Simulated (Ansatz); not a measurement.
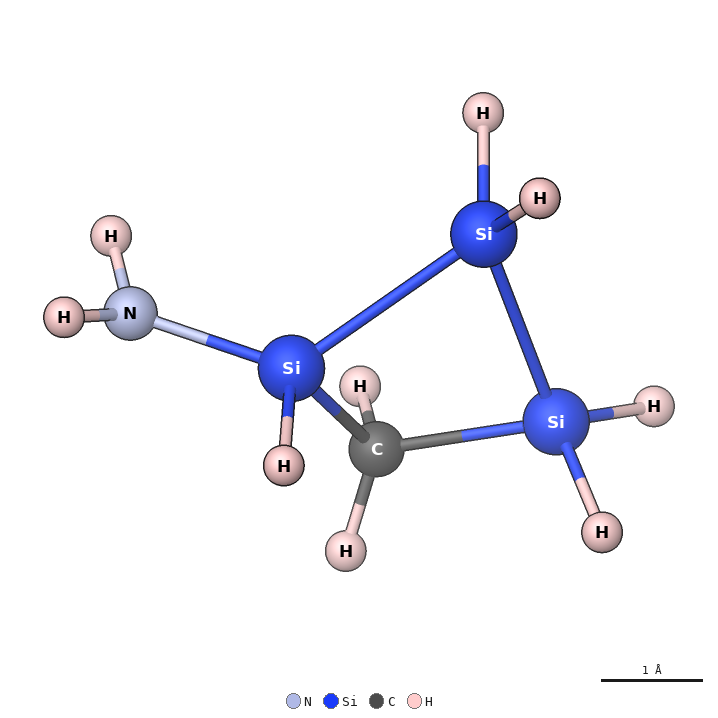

Distant atoms are faded towards the background colour. The geometry was computed by an optimisation with PBE0-D4/def2-TZVP. No frequency run is at hand to confirm it as a minimum. Masses are those of the most abundant isotopes; constants are for the rigid equilibrium geometry.

What kind of rotor is it, and what are its rotational constants in GHz?

An asymmetric top (C1): A = 3.72, B = 1.80, C = 1.33 GHz. Ray's parameter κ is −0.61, nearer the prolate limit.
